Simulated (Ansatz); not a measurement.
# HF/3-21G run of SO2 (sulfur dioxide)

Aim: the energy change on altering one bond length of SO2 (sulfur dioxide) at HF/3-21G, from 2 runs. 

The results are computed with Ansatz 0.2.0.

41 further runs of the same task are left out: 1 that didn't finish, 40 set aside as unsound or not needed.

## 1. The molecule

The species is SO2 (3 atoms), meant as a singlet with charge 0. SMILES: `O=S=O`. The shape is that of a PBE0-D4/def2-TZVP optimisation.

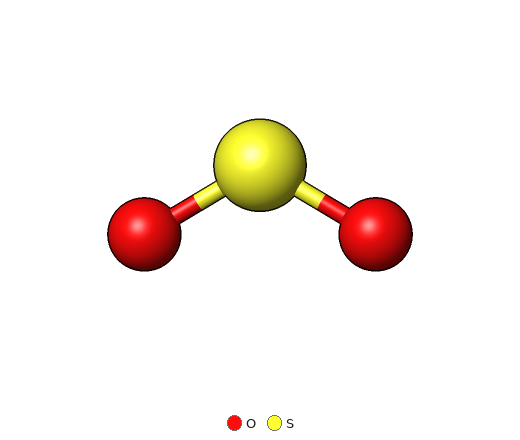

The structure, seen from a chosen angle (oxygen red, sulfur yellow).

## 2. A single-point energy at HF/3-21G

Input file input.yaml:

```yaml
crystal:
  periodic: [false, false, false]
  atoms:
    - {symbol: O, position_ang: [-0.974420, 0.645900, -0.459510]}
    - {symbol: S, position_ang: [0.269520, 0.357380, 0.186790]}
    - {symbol: O, position_ang: [0.704900, -1.003280, 0.272720]}
basis:
  gaussian: {orbitals: 3-21G.json}
hamiltonian: {xc: hf}
accuracy: high
output: {orbitals: {seedname: orbitals}}
```

The basis set 3-21G is read from a file made from the Basis Set Exchange's data (not shown).

Started as:

```
ansatz run input.yaml --threads 1 --pin off --max-ram 3480MiB --events-out events.jsonl --progress --plain --runs-dir runs
```

Output:

```text
Warning: RAYON_NUM_THREADS=1 ignored (pool sized by the plan → 1); use --threads N
Functional definition: HF
  name "HF"
  exchange = exact_x
  correlation = 0
606 factors; integrals over basis functions are off by at most 4.6e-9 eV
mean field evaluation 1: about -14806.3198 eV, gradient 4.0e1 eV
mean field evaluation 2: about -14806.3281 eV, gradient 4.0e1 eV
mean field evaluation 4: about -14809.6882 eV, gradient 1.7e0 eV
mean field evaluation 8: about -14809.7047 eV, gradient 1.4e-1 eV
mean field -14809.70484304 eV, -544.2466146034 hartree, gradient 6.7e-8 eV, S^2 0.000000; 0 other end points of the search recorded, 0 dependent functions left out
reference -14809.70484304 eV, -544.2466146034 hartree; 16, 16 occupied and 15, 15 virtual orbitals, 606 factors
Total energy: -14809.70484304 eV, -544.2466146034 hartree
```

Run time: 0.18 s. Hardware: 1 thread of Arm Neoverse V1, shared host.

## 3. The distorted shape

Input file molecule.yaml:

```yaml
crystal:
  periodic: [false, false, false]
  atoms:
    - {symbol: O, position_ang: [-2.467113, 0.992116, -1.235052]}
    - {symbol: S, position_ang: [0.269520, 0.357380, 0.186790]}
    - {symbol: O, position_ang: [0.704900, -1.003280, 0.272720]}
basis:
  gaussian: {orbitals: 3-21G.json}
accuracy: high
hamiltonian: {xc: hf}
output: {orbitals: {seedname: orbitals}}
```

The basis set 3-21G is read from a file made from the Basis Set Exchange's data (not shown).

Started as:

```
ansatz run molecule.yaml --threads 1 --pin off --max-ram 3480MiB --events-out events.jsonl --progress --plain --runs-dir runs
```

Output, cut to the lines that bear on the results:

```text
Warning: RAYON_NUM_THREADS=1 ignored (pool sized by the plan → 1); use --threads N
[... 2 set-up lines as earlier in the session ...]
[...]
549 factors; integrals over basis functions are off by at most 6.3e-9 eV
[...]
mean field -14806.58831135 eV, -544.1320841760 hartree, gradient 2.8e-8 eV, S^2 0.000000; 4 other end points of the search recorded, 0 dependent functions left out
reference -14806.58831135 eV, -544.1320841760 hartree; 16, 16 occupied and 15, 15 virtual orbitals, 549 factors
Total energy: -14806.58831135 eV, -544.1320841760 hartree
```

Wall time 0.54 s (1 thread of Arm Neoverse V1, shared host).

## 4. What came out

Level: HF/3-21G.

| quantity | value |
| --- | --- |
| first shape: total energy | -544.24661 Eh |
| first shape: HOMO energy | -12.68 eV |
| first shape: LUMO energy | 0.25 eV |
| first shape: HOMO–LUMO gap | 12.93 eV |
| distorted shape: total energy | -544.13208 Eh |
| distorted shape: HOMO energy | -9.81 eV |
| distorted shape: LUMO energy | -0.08 eV |
| distorted shape: HOMO–LUMO gap | 9.72 eV |
| energy change with the O1–S2 bond stretched from 1.431 to 3.149 Å | 3.117 eV |

In words: One bond (distorted shape) is far stretched, which a spin-restricted single reference describes badly; a broken-symmetry solution may lie lower. With the O1–S2 bond stretched from 1.431 to 3.149 Å the energy rises by 3.12 eV (72 kcal/mol). The first shape isn't relaxed at this level, so the change isn't measured from a minimum. A restricted reference can't describe the breaking bond well at this length.
